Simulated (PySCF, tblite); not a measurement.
# ClFH₆NPSi₂, a small molecule taken as a stand-in for a surface group (Si site with back bonds Cl, N, [PH][SiH3]): NMR shifts, core binding energies and electronic excitations, part 2 of 2

tblite 0.8.0 and PySCF 2.14.0. Atoms count from 0, parts from 1.

## Step 5: Core holes by ΔSCF: SCAN, X2C

The job: settings as JSON, then the geometry in Å.

```
{"job": {"kind": "xps", "holes": 5}, "charge": 0, "multiplicity": 1}
Si     1.031692    -0.274070    -0.213969
Cl     0.369831    -2.153200    -0.795804
N      2.560038    -0.245319     0.526827
P     -0.490424     0.556579     1.185559
Si    -2.294315     0.196444    -0.144822
F      1.180567     0.537543    -1.608613
H      3.405095    -0.432977    -0.001668
H      2.657307    -0.482636     1.506930
H     -0.260742     1.901781     0.761130
H     -1.995454     0.332135    -1.600357
H     -3.321386     1.205952     0.249860
H     -2.802082    -1.173326     0.146820
```

With the program's defaults for keys left out, this is: delta-SCF UKS SCAN, pcX-2 on the ionised atom, pcseg-1 elsewhere, spin-free X2C.

Log:

```text
ground state, core basis on atom 0 (Si), 172 functions
  cycle   1  E = -1542.07991563  |g| = 6.76e-01
  cycle   2  E = -1541.94144166  |g| = 1.11e+00
  cycle   3  E = -1542.16734210  |g| = 1.20e-01
  cycle   4  E = -1542.17040507  |g| = 4.16e-02
  cycle   5  E = -1542.17076125  |g| = 1.58e-02
  cycle   6  E = -1542.17081849  |g| = 3.66e-03
  cycle   7  E = -1542.17082201  |g| = 1.40e-03
  cycle   8  E = -1542.17082174  |g| = 4.37e-04
  E(ground) = -1542.21820088 Eh
hole in Si 2p of atom 0
  cycle   1  E = -1537.83037021  |g| = 1.25e+00
  cycle   2  E = -1537.09689055  |g| = 1.58e+00
  cycle   3  E = -1538.01970483  |g| = 4.74e-01
  cycle   4  E = -1538.15649867  |g| = 1.18e-01
  cycle   5  E = -1538.16423940  |g| = 3.79e-02
  cycle   6  E = -1538.16480090  |g| = 2.32e-02
  cycle   7  E = -1538.16501419  |g| = 5.08e-03
  cycle   8  E = -1538.16502267  |g| = 2.11e-03
  cycle   9  E = -1538.16502739  |g| = 7.92e-04
  cycle  10  E = -1538.16502745  |g| = 2.97e-04
  E(ion) = -1538.22260156 Eh   <S^2> = 0.7523   hole on atom = 1.003   binding energy = 108.726 eV
  2p3/2 = 108.552 eV   2p1/2 = 109.178 eV
ground state, core basis on atom 1 (Cl), 172 functions
  cycle   1  E = -1542.24414333  |g| = 4.86e-01
  cycle   2  E = -1542.24393723  |g| = 6.67e-02
  cycle   3  E = -1542.24309347  |g| = 8.62e-02
  cycle   4  E = -1542.24473296  |g| = 1.22e-02
  cycle   5  E = -1542.24475178  |g| = 4.94e-03
  cycle   6  E = -1542.24475711  |g| = 6.67e-04
  cycle   7  E = -1542.24475609  |g| = 1.41e-04
  E(ground) = -1542.31688587 Eh
hole in Cl 2p of atom 1
  cycle   1  E = -1534.17958513  |g| = 1.70e+00
  cycle   2  E = -1533.96144980  |g| = 1.38e+00
  cycle   3  E = -1534.52009985  |g| = 4.51e-01
  cycle   4  E = -1534.62943220  |g| = 1.92e-01
  cycle   5  E = -1534.64702383  |g| = 5.95e-02
  cycle   6  E = -1534.64842515  |g| = 2.76e-02
  cycle   7  E = -1534.64881310  |g| = 6.89e-03
  cycle   8  E = -1534.64883097  |g| = 2.99e-03
  cycle   9  E = -1534.64883538  |g| = 9.10e-04
  cycle  10  E = -1534.64883546  |g| = 2.23e-04
  E(ion) = -1534.73016307 Eh   <S^2> = 0.7519   hole on atom = 1.001   binding energy = 206.445 eV
  2p3/2 = 205.863 eV   2p1/2 = 207.517 eV
ground state, core basis on atom 2 (N), 161 functions
  cycle   1  E = -1542.07417815  |g| = 7.42e-02
  cycle   2  E = -1542.07417542  |g| = 2.37e-02
  cycle   3  E = -1542.07412544  |g| = 2.85e-02
  cycle   4  E = -1542.07428851  |g| = 4.21e-03
  cycle   5  E = -1542.07429718  |g| = 6.83e-04
  cycle   6  E = -1542.07429846  |g| = 1.57e-04
  E(ground) = -1542.16113827 Eh
hole in N 1s of atom 2
  cycle   1  E = -1526.47653500  |g| = 1.86e+00
  cycle   2  E = -1524.82932805  |g| = 2.36e+00
  cycle   3  E = -1527.01810322  |g| = 5.21e-01
  cycle   4  E = -1527.12311293  |g| = 2.90e-01
  cycle   5  E = -1527.17524920  |g| = 9.37e-02
  cycle   6  E = -1527.17949662  |g| = 2.40e-02
  cycle   7  E = -1527.17977326  |g| = 1.06e-02
  cycle   8  E = -1527.17982378  |g| = 5.15e-03
  cycle   9  E = -1527.17983606  |g| = 1.41e-03
  cycle  10  E = -1527.17983619  |g| = 6.94e-04
  cycle  11  E = -1527.17983552  |g| = 2.32e-04
  E(ion) = -1527.26562481 Eh   <S^2> = 0.7643   hole on atom = 1.000   binding energy = 405.328 eV
ground state, core basis on atom 3 (P), 172 functions
  cycle   1  E = -1542.17121710  |g| = 3.39e-01
  cycle   2  E = -1542.17092654  |g| = 4.55e-02
  cycle   3  E = -1542.17017794  |g| = 6.89e-02
  cycle   4  E = -1542.17164569  |g| = 5.99e-03
  cycle   5  E = -1542.17164841  |g| = 3.73e-03
  cycle   6  E = -1542.17165106  |g| = 3.25e-04
  E(ground) = -1542.23093111 Eh
hole in P 2p of atom 3
  cycle   1  E = -1536.74112953  |g| = 1.39e+00
  cycle   2  E = -1534.97607524  |g| = 1.83e+00
  cycle   3  E = -1536.76295846  |g| = 8.04e-01
  cycle   4  E = -1537.13243658  |g| = 1.40e-01
  cycle   5  E = -1537.13811314  |g| = 1.15e-01
  cycle   6  E = -1537.14469929  |g| = 3.80e-02
  cycle   7  E = -1537.14550177  |g| = 1.23e-02
  cycle   8  E = -1537.14555178  |g| = 5.75e-03
  cycle   9  E = -1537.14556623  |g| = 1.93e-03
  cycle  10  E = -1537.14556679  |g| = 6.13e-04
  cycle  11  E = -1537.14556965  |g| = 3.94e-04
  E(ion) = -1537.21537829 Eh   <S^2> = 0.7539   hole on atom = 1.002   binding energy = 136.480 eV
  2p3/2 = 136.236 eV   2p1/2 = 137.126 eV
ground state, core basis on atom 5 (F), 161 functions
  cycle   1  E = -1542.10451495  |g| = 1.28e-01
  cycle   2  E = -1542.10357142  |g| = 9.88e-02
  cycle   3  E = -1542.10468913  |g| = 6.20e-02
  cycle   4  E = -1542.10521537  |g| = 1.07e-02
  cycle   5  E = -1542.10525343  |g| = 1.57e-03
  cycle   6  E = -1542.10525121  |g| = 2.46e-04
  E(ground) = -1542.19661236 Eh
hole in F 1s of atom 5
  cycle   1  E = -1515.75186094  |g| = 2.58e+00
  cycle   2  E = -1515.50066008  |g| = 2.20e+00
  cycle   3  E = -1516.52179414  |g| = 4.71e-01
  cycle   4  E = -1516.54983036  |g| = 3.77e-01
  cycle   5  E = -1516.65487952  |g| = 4.10e-02
  cycle   6  E = -1516.65579720  |g| = 2.30e-02
  cycle   7  E = -1516.65609253  |g| = 5.83e-03
  cycle   8  E = -1516.65610454  |g| = 2.77e-03
  cycle   9  E = -1516.65610935  |g| = 5.70e-04
  cycle  10  E = -1516.65610881  |g| = 2.53e-04
  E(ion) = -1516.75319923 Eh   <S^2> = 0.7569   hole on atom = 1.000   binding energy = 692.351 eV
```

Wall time 23 s (1 thread of Intel Xeon 6975P-C, shared host); peak memory 0.6 GiB.

Binding energies by hole, beside the orbital energy of the ground state; the difference holds orbital relaxation and, for a density functional, its self-interaction error:

```csv
hole,stands for,environment,ΔSCF (eV; 2p as the shell's mean),−ε (eV),⟨S²⟩
Si2p on Si0,Si0,"silicon bonded to Cl, F, N, P",108.76,98.2,0.752
Cl2p on Cl1,Cl1,chlorine bonded to Si,206.41,193.5,0.752
N1s on N2,N2,"nitrogen bonded to Si, 2 H",405.33,386.3,0.764
P2p on P3,P3,"phosphorus bonded to 2 Si, H",136.53,125.9,0.754
F1s on F5,F5,fluorine bonded to Si,692.35,666.7,0.757
```

With the spin-orbit splitting: Si0 2p3/2 108.55, 2p1/2 109.18 eV; Cl1 2p3/2 205.86, 2p1/2 207.52 eV; P3 2p3/2 136.24, 2p1/2 137.13 eV. The table gives each 2p level as the mean over the whole 2p shell (two parts 2p3/2, one part 2p1/2), which differs a little from the single hole in the log.

## Step 6: Ultraviolet spectrum: CAM-B3LYP/def2-SVPD

The job, as its differences from that of step 5:

```diff
@@ -1,2 +1,2 @@
-{"job": {"kind": "xps", "holes": 5}, "charge": 0, "multiplicity": 1}
+{"job": {"kind": "uv", "xc": "CAM-B3LYP", "basis": "def2-SVPD", "nstates": 6, "ntriplets": 2, "ip": true}, "charge": 0, "multiplicity": 1}
 Si     1.031692    -0.274070    -0.213969
```

With the program's defaults for keys left out, this is: TDDFT CAM-B3LYP/def2-SVPD, vertical, gas phase, core orbitals frozen in the response.

Log:

```text
coarse grid: 12368 points
cycle   1  E = -1538.0987640104  dE =  3.142e-01  |g| = 6.294e-01  |ddm| = 4.145e+00
cycle   2  E = -1538.0840273572  dE =  1.474e-02  |g| = 7.615e-01  |ddm| = 1.644e+00
cycle   3  E = -1538.1844989957  dE = -1.005e-01  |g| = 6.953e-02  |ddm| = 7.034e-01
cycle   4  E = -1538.1853911446  dE = -8.921e-04  |g| = 2.925e-02  |ddm| = 1.209e-01
cycle   5  E = -1538.1855881899  dE = -1.970e-04  |g| = 7.615e-03  |ddm| = 5.564e-02
cycle   6  E = -1538.1856017604  dE = -1.357e-05  |g| = 2.464e-03  |ddm| = 1.168e-02
cycle   7  E = -1538.1856034746  dE = -1.714e-06  |g| = 5.636e-04  |ddm| = 5.451e-03
final grid: 102352 points
cycle   8  E = -1538.3576375475  dE = -1.036e-05  |g| = 2.368e-03  |ddm| = 2.440e-02
cycle   9  E = -1538.3576373265  dE =  2.210e-07  |g| = 2.695e-03  |ddm| = 5.482e-03
cycle  10  E = -1538.3576388085  dE = -1.482e-06  |g| = 2.178e-04  |ddm| = 3.033e-03
cycle  11  E = -1538.3576388186  dE = -1.013e-08  |g| = 9.718e-05  |ddm| = 4.143e-04
cycle  12  E = -1538.3576388208  dE = -2.128e-09  |g| = 3.184e-05  |ddm| = 1.418e-04
cycle  13  E = -1538.3576388209  dE = -1.924e-10  |g| = 6.083e-06  |ddm| = 3.230e-05
converged SCF energy = -1538.3576388209

Static polarisability (au): isotropic 100.943, principal 83.590 102.281 116.957

Singlet excitations
state   eV       nm        f      main configurations
  1   6.4840    191.2   0.00591   H->L+2 0.63, H->L+1 0.23
  2   6.6764    185.7   0.07926   H->L+1 0.44, H->L 0.31, H->L+2 0.10
  3   6.8117    182.0   0.06173   H->L 0.49, H->L+1 0.15, H->L+4 0.12
  4   7.1096    174.4   0.03861   H-1->L 0.75, H-1->L+3 0.09
  5   7.3038    169.8   0.02981   H->L+5 0.31, H->L+4 0.26, H->L+3 0.24
  6   7.5221    164.8   0.01111   H->L+5 0.34, H-1->L+1 0.17, H->L+4 0.14

Triplet excitations (Tamm-Dancoff, eV): 5.6443 5.7204
Vertical ionisation energy (delta-SCF) = 9.7385 eV
```

Wall time 80 s (1 thread of Intel Xeon 6975P-C, shared host); peak memory 1 GiB.

The orbitals next to the gap, with their largest atomic shares:

```csv
orbital,eV,atoms
HOMO−3,-10.83,"Cl1 57 %, P3 15 %, Si4 9 %"
HOMO−2,-10.30,"P3 28 %, Cl1 23 %, Si0 13 %"
HOMO−1,-9.68,"N2 53 %, Cl1 17 %, P3 7 %"
HOMO,-9.02,"P3 62 %, Si4 11 %, Si0 8 %"
LUMO,0.64,"Si0 23 %, P3 12 %, Si4 11 %"
LUMO+1,0.73,"Si4 31 %, P3 23 %, Cl1 11 %"
LUMO+2,1.10,"P3 41 %, Si4 13 %, H8 12 %"
```

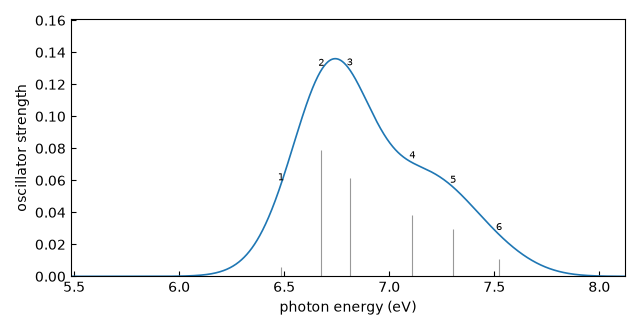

Absorption spectrum from the 6 singlet states computed; above the last one it falls off for lack of states. Lines are broadened to a width of 0.40 eV (Gaussian).

Further results of this job:

```csv
property,computed
dipole moment (D),1.86
polarisability (Å³),14.96
HOMO–LUMO gap (eV),9.66
−ε(HOMO) (eV),9.02
```

## Step 7: Outcome

The summary covers parts 1 to 2.

```
                                                     quantity                                   value
                                                  point group                                      C1
                         rotational constants (main isotopes)                    1.87, 1.10, 0.91 GHz
                   $^{1}$H shifts against TMS (PBE0/pcSseg-1)  4.46, 4.14, 4.06, 1.48, 1.45, 1.34 ppm
                 $^{29}$Si shifts against TMS (PBE0/pcSseg-1)                          9.3, -75.8 ppm
                 $^{35}$Cl shifts against HCl (PBE0/pcSseg-1)                                 133 ppm
                  $^{15}$N shifts against NH3 (PBE0/pcSseg-1)                                46.8 ppm
                $^{31}$P shifts against H3PO4 (PBE0/pcSseg-1)                              -298.4 ppm
                $^{19}$F shifts against CFCl3 (PBE0/pcSseg-1)                              -125.1 ppm
Si2p binding energies, SCAN/pcX-2 (standing for 1 of 2 atoms)                           Si0 108.76 eV
                            Cl2p binding energies, SCAN/pcX-2                           Cl1 206.41 eV
                             N1s binding energies, SCAN/pcX-2                            N2 405.33 eV
                             P2p binding energies, SCAN/pcX-2                            P3 136.53 eV
                             F1s binding energies, SCAN/pcX-2                            F5 692.35 eV
                         lowest singlet (CAM-B3LYP/def2-SVPD)             6.48 eV (191 nm), f = 0.006
                     brightest single state of those computed             state 2, 6.68 eV, f = 0.079
                                               lowest triplet                                 5.64 eV
                            vertical ionisation energy (ΔSCF)                                 9.74 eV
```

What this shows: The start of the PBE0/def2-SVP relaxation was shaken at random by about 0.01 Å, so part of the energy gained, and of the first lengths quoted, undoes that. Relaxing lowered the energy by 0.201 eV in 8 steps; the close pair that moved most is Si0–Cl1, from 2.008 to 2.076 Å (PBE0/def2-SVP). No frequency check was run at this level, so the end point may be a saddle. Hydrogens of an XH3 group are listed apart at this fixed geometry; free rotation makes them one line at their mean. At PBE0/pcSseg-1: The largest span, 287 ppm, is at Cl1, where the paramagnetic term is -339 ppm. The lowest singlet, at 6.48 eV, is HOMO→LUMO+2 0.63, HOMO→LUMO+1 0.23 and is weak; of the 6 states computed, the strongest absorption comes from state 2 at 6.68 eV. The lowest triplet lies 0.84 eV below the lowest singlet (triplets in Tamm-Dancoff, singlets in full TDDFT). ΔSCF puts the ionisation energy at 9.74 eV, 0.72 eV above −ε(HOMO). A capped cluster stands for the solid here, so long-range fields and strain are missing, and bands or shifts of the capping hydrogens have no counterpart in it.
